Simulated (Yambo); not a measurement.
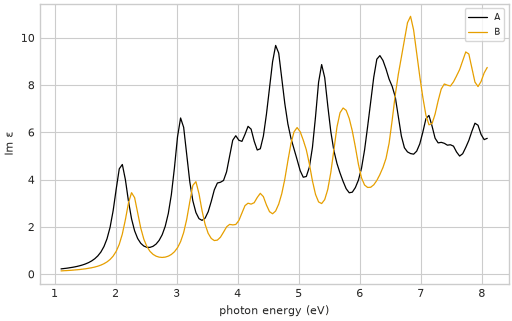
Two computed absorption spectra of CdS (zinc blende, space group F-43m, No. 216) (Yambo, LDA bands with the same scissor, field along x)

Which curve includes the electron-hole attraction (BSE)?

Curve A: the attraction moves weight to lower energy (centre of the plotted range 5.3 eV against 5.9 eV). Settings: 8×8×8 mesh, 3 valence and 4 conduction bands, static screening with 30 bands and a 4 Ry block, scissor 1.33 eV, Tamm-Dancoff. The scissor comes from a G0W0 run whose convergence isn't established. Broadening 0.15 eV. The band window holds all transitions up to 9.6 eV. On this mesh the peak heights and the fine structure are mesh artefacts; only the shift of weight is robust.

Spin-orbit coupling is not included.

Geometry relaxed with LDA; primitive cell a = b = c = 4.0717 Å, α = β = γ = 60.00°.
